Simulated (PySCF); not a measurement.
# C5H5FO: runs on many settings, part 2 of 2

PySCF 2.14.0. Atoms count from 0.

**6. Excited states and response: B97-2/def2-SVPD**

What the job is given:

```
{"job": {"kind": "uv", "xc": "B97-2", "basis": "def2-SVPD", "nstates": 25, "ntriplets": 0, "tda": true}, "charge": 0, "multiplicity": 1}
C      1.672782    -0.228375    -0.876777
C      0.636847    -0.473645     0.181482
O      0.775741    -1.238823     1.106702
C     -0.625790     0.301181     0.036928
F     -0.646573     1.141156    -1.070204
C     -1.945778    -0.231420     0.502414
C     -1.440187     0.726271     1.219503
H      2.553816    -0.833064    -0.683720
H      1.257846    -0.470088    -1.853316
H      1.936423     0.827333    -0.887746
H     -2.706195    -0.933788     0.270937
H     -1.467733     1.412577     2.027769
```

Level: TDA B97-2/def2-SVPD, vertical, gas phase, core orbitals frozen in the response.

Log:

```text
coarse grid: 10704 points
cycle   1  E = -367.9307042473  dE =  1.139e+00  |g| = 8.922e-01  |ddm| = 5.357e+00
cycle   2  E = -367.3923024173  dE =  5.384e-01  |g| = 1.869e+00  |ddm| = 3.673e+00
cycle   3  E = -368.0808809289  dE = -6.886e-01  |g| = 2.062e-01  |ddm| = 2.956e+00
cycle   4  E = -368.0888207444  dE = -7.940e-03  |g| = 8.893e-02  |ddm| = 3.419e-01
cycle   5  E = -368.0900997822  dE = -1.279e-03  |g| = 2.523e-02  |ddm| = 1.044e-01
cycle   6  E = -368.0902299542  dE = -1.302e-04  |g| = 4.700e-03  |ddm| = 4.025e-02
cycle   7  E = -368.0902343050  dE = -4.351e-06  |g| = 1.123e-03  |ddm| = 8.170e-03
final grid: 105712 points
cycle   8  E = -368.1420113647  dE = -2.796e-05  |g| = 8.208e-03  |ddm| = 1.433e-01
cycle   9  E = -368.1419801461  dE =  3.122e-05  |g| = 1.520e-02  |ddm| = 2.352e-02
cycle  10  E = -368.1420228594  dE = -4.271e-05  |g| = 1.740e-03  |ddm| = 1.698e-02
cycle  11  E = -368.1420234306  dE = -5.712e-07  |g| = 2.571e-04  |ddm| = 2.161e-03
cycle  12  E = -368.1420234410  dE = -1.037e-08  |g| = 8.349e-05  |ddm| = 5.329e-04
cycle  13  E = -368.1420234424  dE = -1.468e-09  |g| = 2.297e-05  |ddm| = 1.837e-04
cycle  14  E = -368.1420234426  dE = -1.378e-10  |g| = 4.610e-06  |ddm| = 6.567e-05
converged SCF energy = -368.1420234426

Static polarisability (au): isotropic 58.615, principal 51.279 55.370 69.196

Singlet excitations
state   eV       nm        f      main configurations
  1   4.4553    278.3   0.00068   H->L 0.90, H->L+1 0.09
  2   5.5824    222.1   0.00128   H->L+1 0.90, H->L 0.09
  3   6.1523    201.5   0.01333   H-1->L+1 0.59, H-1->L 0.40
  4   6.5411    189.5   0.00189   H-2->L 0.88, H-2->L+1 0.10
  5   6.8038    182.2   0.17578   H-1->L 0.53, H-1->L+1 0.39
  6   7.2399    171.3   0.01505   H->L+2 0.94
  7   7.7397    160.2   0.03963   H-4->L 0.47, H-2->L+1 0.43
  8   7.7957    159.0   0.00618   H->L+3 0.98
  9   7.9178    156.6   0.00084   H->L+4 0.97
 10   8.1713    151.7   0.02818   H-4->L+1 0.56, H-2->L+1 0.13, H-4->L 0.10
 11   8.2501    150.3   0.00096   H-1->L+2 0.90
 12   8.4187    147.3   0.04729   H->L+5 0.91
 13   8.4691    146.4   0.01146   H-4->L 0.32, H-4->L+1 0.28, H-2->L+1 0.14
 14   8.6778    142.9   0.02152   H->L+6 0.52, H-3->L 0.23, H-3->L+1 0.14
 15   8.7056    142.4   0.02797   H-2->L+2 0.82, H-2->L+3 0.12
 16   8.7114    142.3   0.07668   H-1->L+3 0.88
 17   8.7610    141.5   0.00074   H-3->L+1 0.41, H->L+6 0.37, H-3->L 0.16
 18   8.8222    140.5   0.02177   H-1->L+4 0.97
 19   8.9312    138.8   0.00151   H-5->L 0.83
 20   9.0269    137.3   0.02676   H-2->L+3 0.83, H-2->L+2 0.12
 21   9.0965    136.3   0.14495   H-3->L 0.35, H-3->L+1 0.32, H->L+7 0.08
 22   9.1692    135.2   0.00011   H-2->L+4 0.98
 23   9.2326    134.3   0.01021   H-6->L 0.76
 24   9.2721    133.7   0.06436   H->L+7 0.66, H->L+8 0.11, H->L+9 0.08
 25   9.3444    132.7   0.00645   H->L+8 0.73, H->L+7 0.12, H->L+10 0.12
```

It took 25 s on 1 thread of Arm Neoverse V1, shared host; peak memory 0.76 GiB.

In short: HOMO -7.25 eV, LUMO -0.99 eV; lowest singlet 4.46 eV.

**7. Run by run: NMR shifts**

Shifts (ppm), means over like atoms, with basis size and wall time:

```
                         run     C1     C5    C3    C0   H10    H7  functions  time
               PBE0/pcSseg-1  213.4  121.8  79.8  31.8  7.12  2.61        144  19 s
X3LYP/pcSseg-1 in chloroform  220.1  122.4  83.0  32.9  7.29  2.69        144  14 s
```

**8. Run by run: electronic excitations**

Excitations and ground-state properties, with basis size and wall time:

```
            run  lowest singlet (eV)  brightest (eV)      f  gap (eV)  α (Å³)  μ (D)  functions  time
 PBE0/def2-SVPD                 4.42            6.77  0.146      6.62    8.69   1.49        186  28 s
B97-2/def2-SVPD                 4.46            6.80  0.176      6.26    8.69   1.49        186  25 s
```

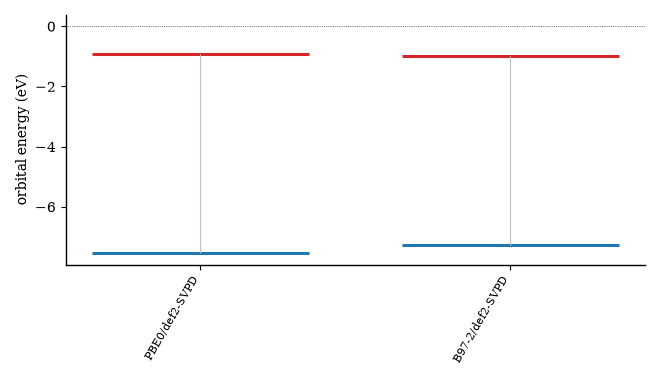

HOMO (blue) and LUMO (red) run by run.

**9. Summary of results**

The summary covers parts 1 to 2.

```
                                                                  quantity                                            value
   13C shifts against TMS (PBE0/pcSseg-1, means over atoms taken as alike)                     213.4, 121.8, 79.8, 31.8 ppm
    1H shifts against TMS (PBE0/pcSseg-1, means over atoms taken as alike)                                   7.12, 2.61 ppm
                                    17O shifts against H2O (PBE0/pcSseg-1)                                        661.2 ppm
                                  19F shifts against CFCl3 (PBE0/pcSseg-1)                                       -167.7 ppm
potential on the surface of density 0.002 e/bohr³, 1st and 99th percentile                               -1.67 V and 1.53 V
                                           lowest singlet (PBE0/def2-SVPD)                      4.42 eV (281 nm), f = 0.001
                                  brightest single state of those computed                      state 5, 6.77 eV, f = 0.146
                                                            lowest triplet                                          3.85 eV
                                                  range of the shift of C1                               213.4 to 220.1 ppm
                                               range of the lowest singlet                                  4.42 to 4.46 eV
                                             property runs in this session  5, of which 0 failed and 1 gave unsound results
```

In words: Single values in the summary come from the first sound run of each kind (PBE0/pcSseg-1; PBE0/def2-SVPD), which need not be the best level. C1 (ketone carbonyl carbon) lies farthest downfield among carbon, at 213.4 ppm; the double bond to the heteroatom, with no lone-pair donor beside it, deshields it most. H10, H11 (mean) (hydrogen on an alkene CH) lies farthest downfield among hydrogen, at 7.12 ppm; olefinic region. At PBE0/pcSseg-1: The widest tensor belongs to O2: span 1284 ppm, with a paramagnetic part of -725 ppm. By nearest atom (PBE0/pcSseg-1), the HOMO sits on O2 64 %; C0, C3 about 9 % each and the LUMO on C1 29 %; O2 22 %. The first singlet state (HOMO→LUMO 0.87, HOMO→LUMO+1 0.12) lies at 4.42 eV and is dark; of the 6 states computed, the strongest absorption comes from state 5 at 6.77 eV. The lowest triplet lies 0.57 eV below the lowest singlet (triplets in Tamm-Dancoff, singlets in full TDDFT). Among the atoms with a shift in every run: Across the 2 runs the shift of C1 moves most, between 213.4 (PBE0/pcSseg-1) and 220.1 ppm (X3LYP/pcSseg-1 in chloroform). Each shift counts from a reference computed in the same medium, and that reference moves with the solvent too, so shifts and shieldings show the solvent's effect differently. The lowest singlet runs from 4.42 eV (PBE0/def2-SVPD) to 4.46 eV (B97-2/def2-SVPD), while the orbital gap spans 6.26 to 6.62 eV: the excitation energy moves far less from run to run than the orbital gap does. Some runs use the Tamm-Dancoff approximation and others full TDDFT, which shifts states apart from functional and basis. The lowest state need not be the same one in every run. The runs solved for a few states only, so the brightest column depends on that window.
